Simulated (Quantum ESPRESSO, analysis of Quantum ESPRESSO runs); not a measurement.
# Migration barrier of interstitial H in fcc Al, hop from a tetrahedral to the next octahedral site (PBE) (Quantum ESPRESSO), part 3 of 3

Subject: interstitial H in fcc Al, hop from a tetrahedral to the next octahedral site. Wanted: its migration barrier, in one set-up (PBE, GBRV 1.5 PBE, 32-site cell, PBE lattice, k: 3x3x3). The model is a cell of 32 host atoms with 1 H put in. The barrier is the energy of the highest image of a climbing band over the relaxed site that the atom leaves. A local or semilocal functional is the cheapest first rung.

Quantum ESPRESSO 7.5; PBE, GBRV 1.5 PBE, 32-site cell, PBE lattice, k: 3x3x3.

So far: Starting point; Relaxation, charge 0.

### 4. Nudged elastic band

A band of images joins the two ends; its highest image climbs to the saddle, whose energy over the site left is the barrier.

This step: Quantum ESPRESSO plane-wave DFT, PBE, GBRV 1.5 PBE potentials; nudged elastic band between two relaxed defect structures.

neb.in reads:

```
BEGIN
BEGIN_PATH_INPUT
&PATH
  restart_mode = 'from_scratch'
  string_method = 'neb'
  nstep_path = 45
  ds = 1.5
  opt_scheme = 'broyden'
  num_of_images = 5
  k_max = 0.3
  k_min = 0.2
  CI_scheme = 'auto'
  path_thr = 0.05
/
END_PATH_INPUT
BEGIN_ENGINE_INPUT
&CONTROL
  prefix = 'pwscf'
  outdir = './tmp'
  pseudo_dir = './pseudo'
  disk_io = 'low'
/
&SYSTEM
  ibrav = 0
  nat = 33
  ntyp = 2
  ecutwfc = 45
  ecutrho = 360
  nbnd = 63
  occupations = 'smearing'
  smearing = 'mv'
  degauss = 0.00734986
/
&ELECTRONS
  conv_thr = 3d-08
  electron_maxstep = 100
  mixing_beta = 0.5
/
ATOMIC_SPECIES
Al    26.9815 al_pbe_v1.uspp.F.UPF
H      1.0080 h_pbe_v1.4.uspp.F.UPF
CELL_PARAMETERS angstrom
   8.0809509360    0.0000000000    0.0000000000
   0.0000000000    8.0809509360    0.0000000000
   0.0000000000    0.0000000000    8.0809509360
BEGIN_POSITIONS
FIRST_IMAGE
ATOMIC_POSITIONS crystal
Al     0.0003202473    0.0003202473    0.0003202473
Al     0.0007996193    0.2503248020    0.2503248020
Al     0.2503248020    0.0007996193    0.2503248020
Al     0.2503248020    0.2503248020    0.0007996193
Al    -0.0021826243   -0.0021826243    0.5002145056
Al    -0.0021826243    0.2497854944    0.7521826243
Al     0.2497854944   -0.0021826243    0.7521826243
Al     0.2407830104    0.2407830104    0.5092169896
Al    -0.0021826243    0.5002145056   -0.0021826243
Al    -0.0021826243    0.7521826243    0.2497854944
Al     0.2407830104    0.5092169896    0.2407830104
Al     0.2497854944    0.7521826243   -0.0021826243
Al     0.0007996193    0.4996751980    0.4996751980
Al     0.0003202473    0.7496797527    0.7496797527
Al     0.2503248020    0.4996751980    0.7492003807
Al     0.2503248020    0.7492003807    0.4996751980
Al     0.5002145056   -0.0021826243   -0.0021826243
Al     0.5092169896    0.2407830104    0.2407830104
Al     0.7521826243   -0.0021826243    0.2497854944
Al     0.7521826243    0.2497854944   -0.0021826243
Al     0.4996751980    0.0007996193    0.4996751980
Al     0.4996751980    0.2503248020    0.7492003807
Al     0.7496797527    0.0003202473    0.7496797527
Al     0.7492003807    0.2503248020    0.4996751980
Al     0.4996751980    0.4996751980    0.0007996193
Al     0.4996751980    0.7492003807    0.2503248020
Al     0.7492003807    0.4996751980    0.2503248020
Al     0.7496797527    0.7496797527    0.0003202473
Al     0.5092169896    0.5092169896    0.5092169896
Al     0.5002145056    0.7521826243    0.7521826243
Al     0.7521826243    0.5002145056    0.7521826243
Al     0.7521826243    0.7521826243    0.5002145056
H      0.3750000000    0.3750000000    0.3750000000
LAST_IMAGE
ATOMIC_POSITIONS crystal
Al     0.0004469115    0.0004469115    0.0004469115
Al    -0.0060102669    0.2501292714    0.2501292714
Al     0.2501292714   -0.0060102669    0.2501292714
Al     0.2501292714    0.2501292714   -0.0060102669
[... 3 atom lines left out ...]
Al     0.2501292714    0.2501292714    0.5062688097
[... 2 atom lines left out ...]
Al     0.2501292714    0.5062688097    0.2501292714
[... 6 atom lines left out ...]
Al     0.5062688097    0.2501292714    0.2501292714
[... 2 atom lines left out ...]
Al     0.4998116313    0.0004469115    0.4998116313
[... 2 atom lines left out ...]
Al     0.7501292714    0.2501292714    0.5014810828
[... 1 atom line left out ...]
Al     0.5014810828    0.7501292714    0.2501292714
Al     0.7501292714    0.5014810828    0.2501292714
[... 1 atom line left out ...]
Al     0.4998116313    0.4998116313    0.4998116313
[... 3 atom lines left out ...]
H      0.2501292714    0.2501292714    0.2501292714
END_POSITIONS
K_POINTS automatic
3 3 3 0 0 0
END_ENGINE_INPUT
END
```

The run is started by

```console
$ OMP_NUM_THREADS=1 mpirun -n 4 neb.x -ni 2 -inp neb.in > neb.out
```

Log:

```text
[banner, memory and clock lines left out]
          URL

     path-images division:  nimage    =       2

     Parsing file: neb.in

     initial path length           =  3.3409 bohr
     initial inter-image distance  =  0.8352 bohr

     string_method                 =    neb
     restart_mode                  =    from_scratch
     opt_scheme                    =    broyden
     num_of_images                 =    5
     nstep_path                    =    45
     CI_scheme                     =    auto
     first_last_opt                =    F
     use_freezing                  =    F
     ds                            =    1.5000 a.u.
     k_max                         =    0.3000 a.u.
     k_min                         =    0.2000 a.u.
     suggested k_max               =    0.2742 a.u.
     suggested k_min               =    0.1828 a.u.
     path_thr                      =    0.0500 eV / A

     ------------------------------ iteration   1 ------------------------------

     cpu =  0   tcpu =      0.1    self-consistency for image   1
     Message from routine setup:
     using ibrav=0 with symmetry is DISCOURAGED, use correct ibrav instead
     cpu =  0   tcpu =     90.7    self-consistency for image   2
     Message from routine setup:
     using ibrav=0 with symmetry is DISCOURAGED, use correct ibrav instead
     cpu =  0   tcpu =    229.6    self-consistency for image   4
     Message from routine setup:
     using ibrav=0 with symmetry is DISCOURAGED, use correct ibrav instead

     activation energy (->) =   0.226341 eV
     activation energy (<-) =   0.132442 eV

     image        energy (eV)        error (eV/A)        frozen

         1      -2936.3332166            0.017920            T
         2      -2936.1915059            0.645316            F
         3      -2936.1068756            0.481820            F
         4      -2936.1925532            0.386321            F
         5      -2936.2393180            0.009635            T

     climbing image =  3

     path length          =  3.341 bohr
     inter-image distance =  0.835 bohr

     ------------------------------ iteration   2 ------------------------------

     cpu =  0   tcpu =    368.6    self-consistency for image   2
     Message from routine setup:
     using ibrav=0 with symmetry is DISCOURAGED, use correct ibrav instead
     cpu =  0   tcpu =    486.4    self-consistency for image   4
     Message from routine setup:
     using ibrav=0 with symmetry is DISCOURAGED, use correct ibrav instead

     activation energy (->) =   0.209275 eV
     activation energy (<-) =   0.115376 eV

     image        energy (eV)        error (eV/A)        frozen

         1      -2936.3332166            0.017920            T
         2      -2936.1946948            0.288574            F
         3      -2936.1239419            0.374044            F
         4      -2936.1924250            0.185477            F
         5      -2936.2393180            0.009635            T

     climbing image =  3

     path length          =  3.342 bohr
     inter-image distance =  0.836 bohr

     ------------------------------ iteration   3 ------------------------------

     cpu =  0   tcpu =    586.9    self-consistency for image   2
     Message from routine setup:
     using ibrav=0 with symmetry is DISCOURAGED, use correct ibrav instead
     cpu =  0   tcpu =    718.2    self-consistency for image   4
     Message from routine setup:
     using ibrav=0 with symmetry is DISCOURAGED, use correct ibrav instead

     activation energy (->) =   0.188784 eV
     activation energy (<-) =   0.094885 eV

     image        energy (eV)        error (eV/A)        frozen

         1      -2936.3332166            0.017920            T
         2      -2936.2043256            0.158272            F
         3      -2936.1444330            0.184229            F
         4      -2936.1948379            0.102840            F
         5      -2936.2393180            0.009635            T

     climbing image =  3

     path length          =  3.352 bohr
     inter-image distance =  0.838 bohr

     ------------------------------ iteration   4 ------------------------------

     cpu =  0   tcpu =    825.5    self-consistency for image   2
     Message from routine setup:
     using ibrav=0 with symmetry is DISCOURAGED, use correct ibrav instead
     cpu =  0   tcpu =    943.9    self-consistency for image   4
     Message from routine setup:
     using ibrav=0 with symmetry is DISCOURAGED, use correct ibrav instead

     activation energy (->) =   0.184190 eV
     activation energy (<-) =   0.090291 eV

     image        energy (eV)        error (eV/A)        frozen

         1      -2936.3332166            0.017920            T
         2      -2936.2101258            0.103157            F
         3      -2936.1490267            0.118911            F
         4      -2936.1968051            0.073956            F
         5      -2936.2393180            0.009635            T

     climbing image =  3

     path length          =  3.358 bohr
     inter-image distance =  0.840 bohr

     ------------------------------ iteration   5 ------------------------------

     cpu =  0   tcpu =   1061.7    self-consistency for image   2
     Message from routine setup:
     using ibrav=0 with symmetry is DISCOURAGED, use correct ibrav instead
     cpu =  0   tcpu =   1209.5    self-consistency for image   4
     Message from routine setup:
     using ibrav=0 with symmetry is DISCOURAGED, use correct ibrav instead

     activation energy (->) =   0.179540 eV
     activation energy (<-) =   0.085642 eV

     image        energy (eV)        error (eV/A)        frozen

         1      -2936.3332166            0.017920            T
         2      -2936.2176225            0.052457            F
         3      -2936.1536765            0.032966            F
         4      -2936.1993619            0.035196            F
         5      -2936.2393180            0.009635            T

     climbing image =  3

     path length          =  3.379 bohr
     inter-image distance =  0.845 bohr

     ------------------------------ iteration   6 ------------------------------

     cpu =  0   tcpu =   1323.2    self-consistency for image   2
     Message from routine setup:
     using ibrav=0 with symmetry is DISCOURAGED, use correct ibrav instead
     cpu =  0   tcpu =   1427.2    self-consistency for image   4
     Message from routine setup:
     using ibrav=0 with symmetry is DISCOURAGED, use correct ibrav instead

     activation energy (->) =   0.179080 eV
     activation energy (<-) =   0.085181 eV

     image        energy (eV)        error (eV/A)        frozen

         1      -2936.3332166            0.017920            T
         2      -2936.2181285            0.047197            F
         3      -2936.1541368            0.027554            F
         4      -2936.1992997            0.018053            F
         5      -2936.2393180            0.009635            T

     climbing image =  3

     path length          =  3.379 bohr
     inter-image distance =  0.845 bohr

     neb: convergence achieved in   6 iterations
```

Elapsed: 25 min, on 4 MPI ranks of Arm Neoverse V1, shared host; peak memory 2.1 GiB.

The path, image by image:

| image | path (Å) | energy (eV) | H33: x, y, z (Å) |
| --- | --- | --- | --- |
| 0 | 0.000 | 0.0000 | 3.030, 3.030, 3.030 |
| 1 | 0.489 | 0.1151 | 2.753, 2.753, 2.753 |
| 2 | 0.894 | 0.1791 | 2.524, 2.524, 2.524 |
| 3 | 1.323 | 0.1339 | 2.285, 2.285, 2.285 |
| 4 | 1.788 | 0.0939 | 2.021, 2.021, 2.021 |

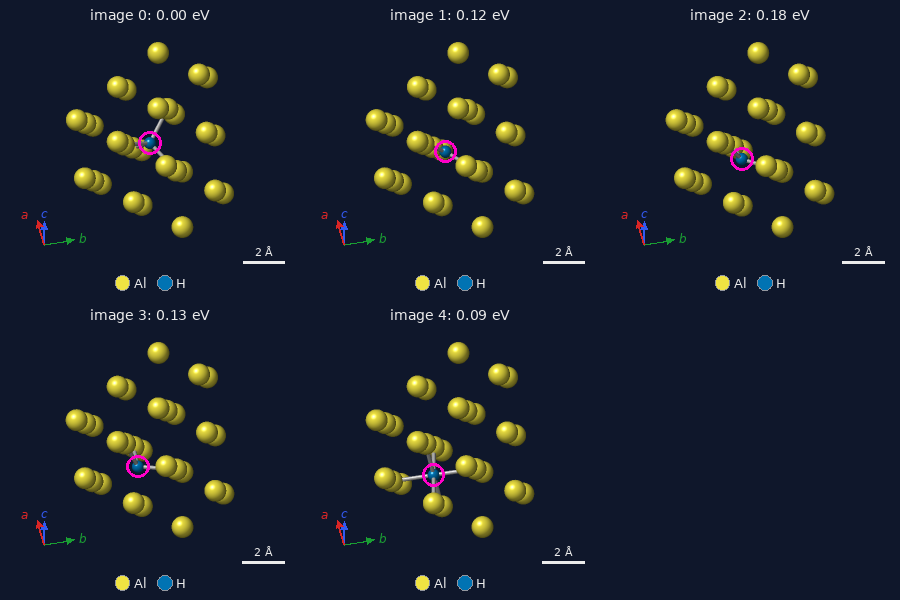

Images along the path; H33 is ringed.

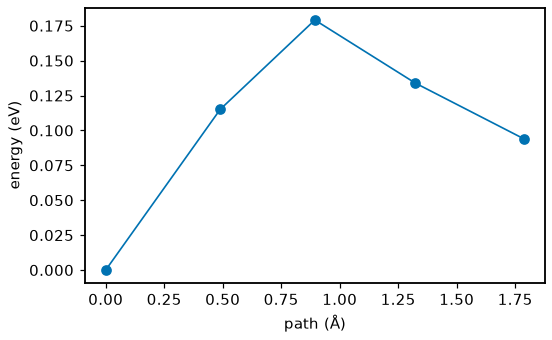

Energy along the path.

This step gave:

* barrier forward: 0.1791 eV

### 5. Outcome

| Item | Value |
| --- | --- |
| migration barrier (saddle less minimum) | 0.18 eV |
| energy difference of the two ends | 0.09 eV |
| length of the hop | 1.75 Å |

**Reading.** Migration barrier: computed 0.18 eV, measured 0.452 eV; 0.27 eV below the measurement. The measured number is an Arrhenius activation energy of long-range diffusion; for H it holds zero-point energy, and trapping at vacancies and dislocations can raise it. One hop between neighbouring sites is computed at the host's lattice. Limits: the periodic copies of the defect are only 8.1 Å apart.

[Logs are printed without paths, hosts, clocks, repeated set-up lines and the standing remarks that a program may print on its own settings, such as how far it seeks lower states.]

[Hosts, paths, dates, database ids (printed as entryN), source tags and the programs' standing remarks are cut or masked in the printed files.]

[For some hosts the program warned that the k-mesh of the response run may be too coarse for force constants and the static dielectric constant; such warnings are not shown here.]
